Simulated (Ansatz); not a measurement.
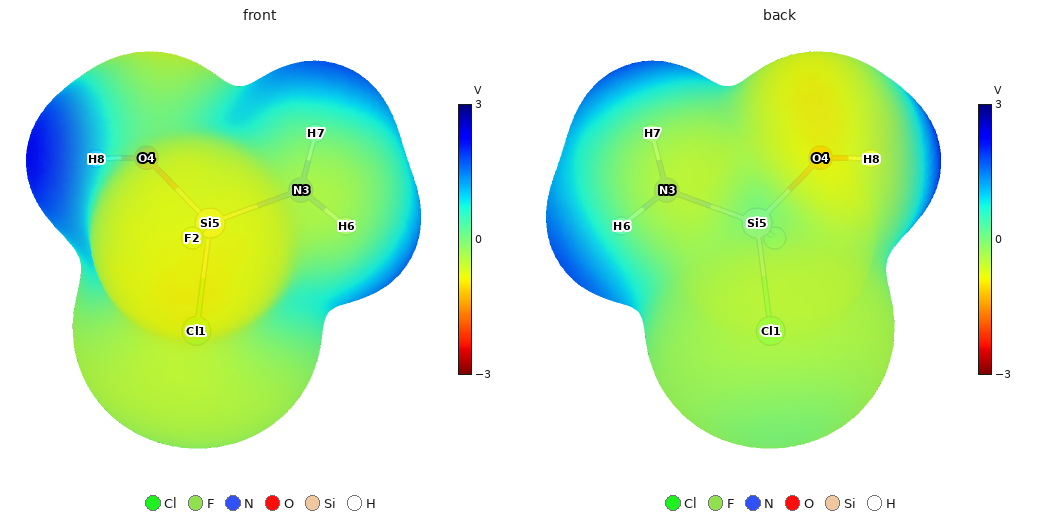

Figure 1: ClFH3NOSi. The molecular electrostatic potential painted on the density surface at 0.001 e/bohr³, seen from the front and from behind; red is negative and blue positive.

Geometry: B3LYP-D3(BJ)/def2-SVP.

Method: isolated molecule in a Gaussian basis; Kohn-Sham density functional theory, functional PBE0 in Ansatz 0.2.0.

```
atom    x (Å)    y (Å)    z (Å)
  Cl  -3.9146   2.0306  -0.4821
   F  -1.1421   2.6155  -1.2102
   N  -1.6295   2.2846   1.5227
   O  -1.3996   0.2140  -0.2028
  Si  -1.9141   1.7689  -0.0584
   H  -2.2082   2.9706   1.9907
   H  -0.8126   2.0025   2.0516
   H  -1.1778  -0.0866  -1.0924
```

Describe the electrostatic potential map.

The most negative region (about −0.9 V) lies over F2 and O4, the most positive (about +2.2 V) over H8.

What dipole moment does the calculation give?

Its dipole moment is 1.59 D.
